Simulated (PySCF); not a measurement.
SMILES Cc1ccsc1-c1ccccc1F (C₁₁H₉FS) at its GFN2-xTB optimised geometry (Å):

```
22

C      0.4975    -1.8355    -0.0556
C      1.2999    -0.5783     0.0000
C      2.7180    -0.5783     0.0000
C      3.2577     0.6647     0.0000
S      2.0550     1.8894    -0.0100
C      0.7882     0.6923     0.0062
C     -0.5979     1.1362    -0.0082
C     -1.0041     2.1657    -0.8586
C     -2.3171     2.5921    -0.8935
C     -3.2649     2.0027    -0.0723
C     -2.8878     0.9966     0.7991
C     -1.5696     0.5840     0.8263
F     -1.2225    -0.3624     1.7262
H      0.3265    -2.2211     0.9492
H     -0.4703    -1.6604    -0.5206
H      1.0331    -2.5921    -0.6253
H      3.3031    -1.4810    -0.0034
H      4.2924     0.9447     0.0030
H     -0.2662     2.6235    -1.5006
H     -2.6038     3.3866    -1.5654
H     -4.2924     2.3309    -0.1010
H     -3.5966     0.5336     1.4677
```

Level of theory: PySCF with CAM-B3LYP/def2-SVP. Cells within 0.4 Å of a nucleus heavier than hydrogen are left out (blank, or x).

Map of the deformation density (molecule minus spherical neutral atoms) (e/bohr³) on the plane z = 1.2 Å:

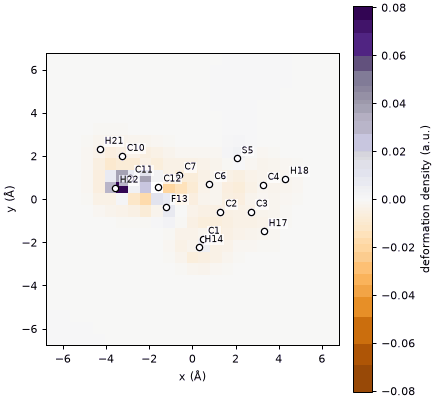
Fig. 1. Deformation density (molecule minus spherical neutral atoms) (e/bohr³) on the plane z = 1.2 Å.
